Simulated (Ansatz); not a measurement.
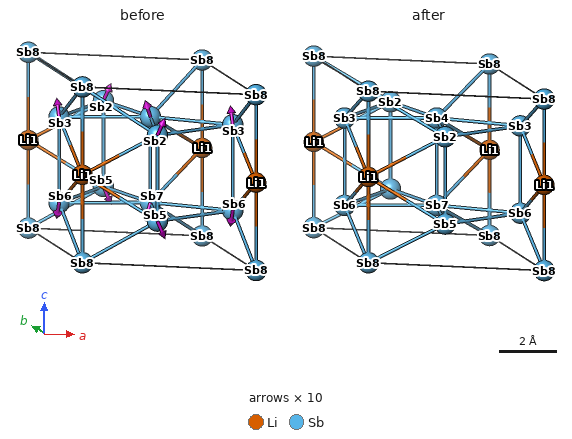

The structure of a crystal of LiSb7 (a generated structure, set up in P-62m) before (left) and after (right) a relaxation, at one scale. The purple arrows give the displacements (the part carried along by the change of the cell is left out), magnified 10 times.

Style: ball-and-stick. Shown: the cell of the calculation, slightly off an axis.

These are results of DFT PBE, scalar-relativistic, plane waves, PAW in Ansatz 0.2.0, not measurements.

Input file:
```yaml
crystal:
  lattice:
    - [6.3357065071, 0.0, 0.0]
    - [-3.1678532535, 5.4868827861, 0.0]
    - [0.0, 0.0, 6.4009385597]
  atoms:
    - { symbol: Li, position: [0.0, 0.0, 0.5] }
    - { symbol: Sb, position: [0.4319427135, 0.0, 0.7438679441] }
    - { symbol: Sb, position: [0.0, 0.4319427135, 0.7438679441] }
    - { symbol: Sb, position: [0.5680572865, 0.5680572865, 0.7438679441] }
    - { symbol: Sb, position: [0.4319427135, 0.0, 0.2561320559] }
    - { symbol: Sb, position: [0.0, 0.4319427135, 0.2561320559] }
    - { symbol: Sb, position: [0.5680572865, 0.5680572865, 0.2561320559] }
    - { symbol: Sb, position: [0.0, 0.0, 0.0] }
basis:
  ecutwfc: 420
kpoints:
  mp_grid: { grid: [9, 9, 6] }
hamiltonian:
  xc: pbe
scf:
  occupations: { method: gaussian, width: 0.1 }
output:
  forces: true
  stress: true
  eigenvalues: true
relax:
  adjacent_minimum: "off"
  f_tol: 0.01
  max_steps: 80
  cell: { stress_tol: 0.05 }
```

Launched with:
```bash
ansatz run input.yaml --threads 1 --pin off --max-ram 2560MiB --backend cpu --events-out ev --progress --plain --runs-dir out
```

Question: Describe what moved and what it gained.

Answer: The energy falls by 5.4 meV per atom in 4 accepted moves (8 points after the start). Largest force component: 0.034 eV/Å at the start, 0.0028 eV/Å at the end. Pressure: −0.13 GPa at the start and 0.00 GPa at the end. The line search rejected the trial steps at points 2, 4, 6 of the run. The SCF was repeated once at an unchanged geometry on a basis and grid sized afresh for the cell, which shifted the energy by less than 0.05 meV per atom at most. The largest moves relative to the cell, 0.072 Å, are those of Sb2, Sb3, Sb4, Sb5, Sb6 and Sb7. Sb5 goes along [1 0 −2]. Li stays in place. The volume changes by −0.1 %, with a = b 6.336 → 6.413 Å (+1.2 %), c 6.401 → 6.245 Å (−2.4 %). Among the contacts that change: Sb2–Sb5 3.279 → 3.067 Å, Li1–Sb8 3.200 → 3.122 Å, Li1–Sb2 3.151 → 3.218 Å, Sb2–Sb5 (another image) 3.122 → 3.177 Å. The space group stays P-62m (No. 189).
